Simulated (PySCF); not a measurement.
Vertical excitations of a molecule CH9FOSi3 from TDA-PBE0/def2-SVPD in PySCF, as energy in eV (oscillator strength): 6.61 (0.025), 6.63 (0.022), 7.41 (0.014), 7.51 (0.002), 7.76 (0.040), 7.80 (0.044). Lowest triplet (TDA): 5.77 eV. Geometry optimised at PBE0-D3(BJ)/def2-SVP. One conformer was computed; it need not be the lowest.

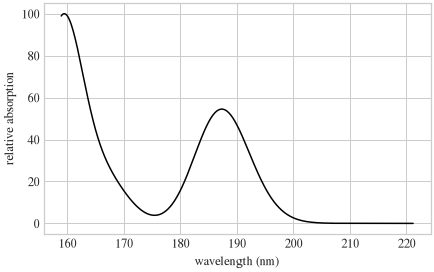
Figure. The lines broadened by 0.4 eV.

Problem. Which structure fits?
A. OC[SiH2][Si@H](F)[SiH3]
B. O[C@H]([SiH3])[Si@H](F)[SiH3]
C. C[Si@@](F)([SiH3])O[SiH3]
D. C[SiH2]O[Si@H](F)[SiH3]

Solution. D, C[SiH2]O[Si@H](F)[SiH3]
